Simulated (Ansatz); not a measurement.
# Ligand exchange: NaBr + C3H6S → NaSH + C3H5Br

Species: NaBr, singlet; C3H6S (allyl mercaptan) `C=CCS`, singlet; NaSH `[Na][SH]`, singlet; C3H5Br (allyl bromide) `C=CCBr`, singlet. The partners trade Br for SH: Na–Br and C–SH bonds give way to Na–SH and C–Br.

Shapes, held fixed at every level: PBE0-D4/def2-TZVP. Flexible molecules stand in one conformer, not always the lowest. Programs: Ansatz 0.2.0. The zero-point and thermal change to 298 K, harmonic and unscaled (PBE0-D4/def2-TZVP), is -3.8 kJ/mol.

```csv
level,kind,ΔH(298 K) (kJ/mol),less CCSD(T)/def2-TZVPP,CPU time (sum over the molecules)
HF/def2-TZVPP,Hartree–Fock,+112.5,+20.0,–
r2SCAN-D4/def2-TZVPP,meta-GGA,+96.1,+3.6,20 s
B3LYP-D4/def2-TZVPP,global hybrid,+92.1,-0.4,19 s
wB97X-V/def2-TZVPP,range-separated hybrid,+100.3,+7.8,31 s
CCSD(T)/def2-SVP,coupled cluster or CI,+111.0,+18.5,18 s
CCSD/def2-TZVPP,coupled cluster or CI,+95.3,+2.8,–
CCSD(T)/def2-TZVPP,coupled cluster or CI,+92.5,0.0,4.3 min
```

The highest level, CCSD(T)/def2-TZVPP, gives ΔH(298 K) = +92.5 kJ/mol; the levels span +92.1 to +112.5. The column of differences is taken from that level and isn't an error. No measured value is set beside it here. Relativity is left out for Br unless named. Correlated rows may include outer-core shells of Br, Na, which these sets cover unevenly. Times are processor times on shared x86 and Arm servers, and rough.

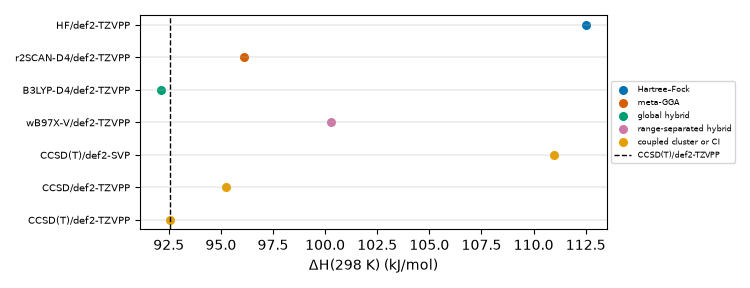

The values of the table, level by level.
